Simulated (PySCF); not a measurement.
Run report: C$_{6}$H$_{10}$O$_{2}$P (charge −1), excited-state calculation

- system: C$_{6}$H$_{10}$O$_{2}$P, charge −1
- method: TDDFT B3LYP/def2-SVPD, vertical, IEF-PCM methanol (non-equilibrium linear response), core orbitals frozen in the response (PySCF 2.14.0)

The geometry comes from this level: PBE0-D3(BJ)/def2-SVP. It belongs to a series of runs on one base structure; here: solvent methanol.

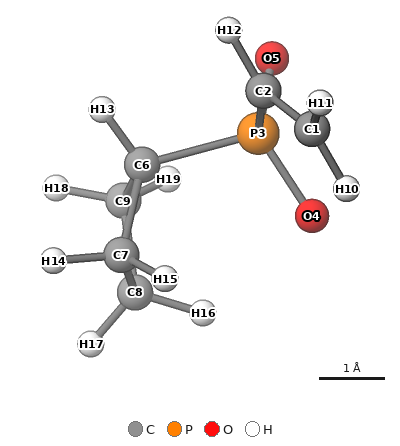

Figure 1. The input geometry (ball-and-stick view, seen at a tilt; atoms are numbered from 1 in the order of the input). Bond lengths as drawn: C–C 1.34 to 1.54 Å, C–H 1.10 to 1.11 Å, C–P 1.84 to 1.86 Å and O–P 1.51 to 1.52 Å.

## Results in brief

- outcome: converged
- total energy: −726.265333 hartree
- HOMO: −6.28 eV
- LUMO: −0.23 eV
- mean polarisability: 146.39 a.u.
- lowest excitation: 5.01 eV
- hardware: 1 CPU thread, shared host
- wall time: 62 s
- peak memory: 1.2 GiB

## The input
```
{"job": {"kind": "uv", "xc": "B3LYP", "basis": "def2-SVPD", "solvent": "methanol", "nstates": 6, "ntriplets": 0}, "charge": -1, "multiplicity": 1}
C      2.765330    -1.512276     0.490409
C      2.265725    -0.275664     0.550064
P      1.035799     0.318247    -0.686252
O      0.721861    -0.851151    -1.604377
O      1.499270     1.668124    -1.185345
C     -0.453323     0.623412     0.384947
C     -1.298232    -0.636926     0.659710
C     -2.159127    -0.264238    -0.563264
C     -1.611774     1.173849    -0.475341
H      2.386368    -2.187782    -0.286097
H      3.546911    -1.878450     1.169072
H      2.629247     0.439623     1.301336
H     -0.145727     1.236497     1.249078
H     -1.863480    -0.570883     1.607012
H     -0.765934    -1.600118     0.616525
H     -1.755472    -0.764343    -1.454607
H     -3.251246    -0.411632    -0.496978
H     -2.277761     1.844411     0.096082
H     -1.316944     1.678318    -1.409421
```

The first line tells a small driver script what to run in PySCF; the rest is the geometry in Å.

Run as:
```bash
OMP_NUM_THREADS=1 python <driver script> task.json out
```

## What the program printed
```
coarse grid: 16512 points
cycle   1  E = -725.8203505614  dE =  1.134e+00  |g| = 1.249e+00  |ddm| = 7.964e+00
cycle   2  E = -724.8394223851  dE =  9.809e-01  |g| = 2.474e+00  |ddm| = 5.374e+00
cycle   3  E = -726.1280901527  dE = -1.289e+00  |g| = 2.384e-01  |ddm| = 4.193e+00
cycle   4  E = -726.1395971073  dE = -1.151e-02  |g| = 1.116e-01  |ddm| = 6.748e-01
cycle   5  E = -726.1426949299  dE = -3.098e-03  |g| = 2.382e-02  |ddm| = 2.849e-01
cycle   6  E = -726.1428219293  dE = -1.270e-04  |g| = 7.920e-03  |ddm| = 7.051e-02
cycle   7  E = -726.1428343232  dE = -1.239e-05  |g| = 3.028e-03  |ddm| = 1.780e-02
cycle   8  E = -726.1428360245  dE = -1.701e-06  |g| = 8.811e-04  |ddm| = 5.363e-03
final grid: 155312 points
cycle   9  E = -726.2653242611  dE = -5.149e-05  |g| = 5.736e-03  |ddm| = 2.313e-01
cycle  10  E = -726.2653139137  dE =  1.035e-05  |g| = 8.948e-03  |ddm| = 2.696e-02
cycle  11  E = -726.2653321614  dE = -1.825e-05  |g| = 1.469e-03  |ddm| = 1.516e-02
cycle  12  E = -726.2653325884  dE = -4.270e-07  |g| = 2.154e-04  |ddm| = 2.166e-03
cycle  13  E = -726.2653325944  dE = -6.008e-09  |g| = 1.421e-04  |ddm| = 8.487e-04
cycle  14  E = -726.2653325984  dE = -3.954e-09  |g| = 3.798e-05  |ddm| = 2.523e-04
cycle  15  E = -726.2653325987  dE = -2.653e-10  |g| = 1.150e-05  |ddm| = 1.057e-04
```

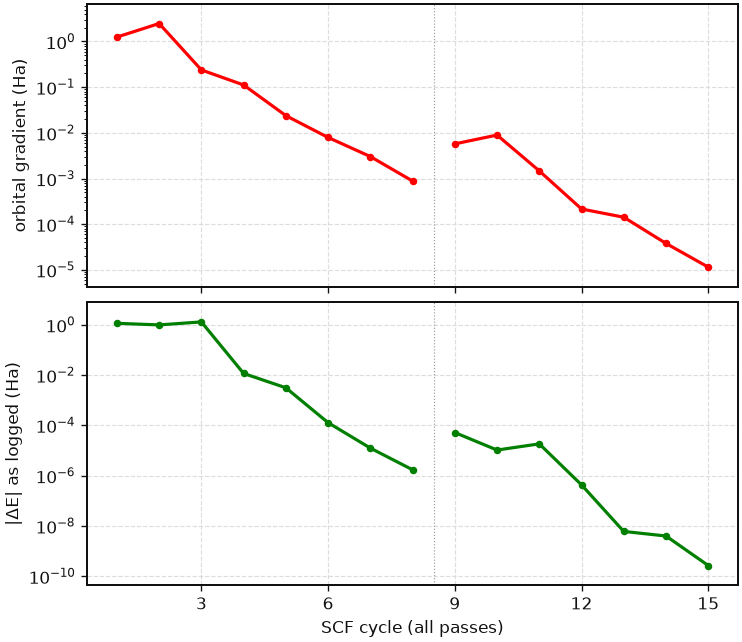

Figure 2. Convergence of the self-consistent field: orbital gradient and size of the energy change against the SCF cycle. The dotted line marks the change from a coarse to the final integration grid. The first 8 cycles use a coarse grid, the final grid takes over at cycle 9, and the field converges after 15 cycles in all.

```
converged SCF energy = -726.2653325987

Static polarisability (au): isotropic 146.391, principal 132.103 141.730 165.340

Singlet excitations
state   eV       nm        f      main configurations
  1   5.0138    247.3   0.00122   H->L 0.99
  2   5.6806    218.3   0.01034   H-1->L 0.95
  3   6.0148    206.1   0.02673   H-2->L 0.82, H-3->L 0.09
  4   6.1470    201.7   0.00976   H-3->L 0.61, H->L+1 0.24, H-4->L 0.12
  5   6.1953    200.1   0.04220   H->L+1 0.74, H-3->L 0.18
  6   6.6194    187.3   0.02125   H->L+2 0.94
```

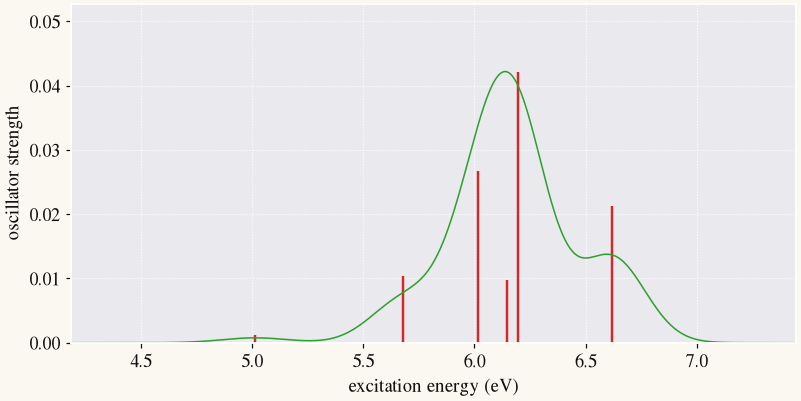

Figure 3. Computed excitations as sticks (degenerate states added up, dark ones marked on the axis), with a Gaussian envelope of 0.35 eV full width at half maximum, scaled to the tallest. Of the 6 states the lowest lies at 5.01 eV (f = 0.001); the strongest line is at 6.20 eV, or 200 nm (f = 0.042).

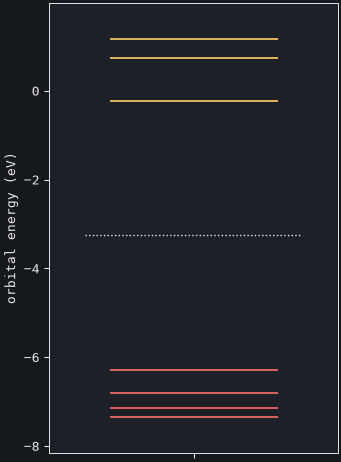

Figure 4. Orbital energies near the frontier; the dotted line parts filled from empty levels, and levels within 0.02 eV of each other stand side by side. Highest filled −6.28 eV, lowest empty −0.23 eV, 6.05 eV apart.
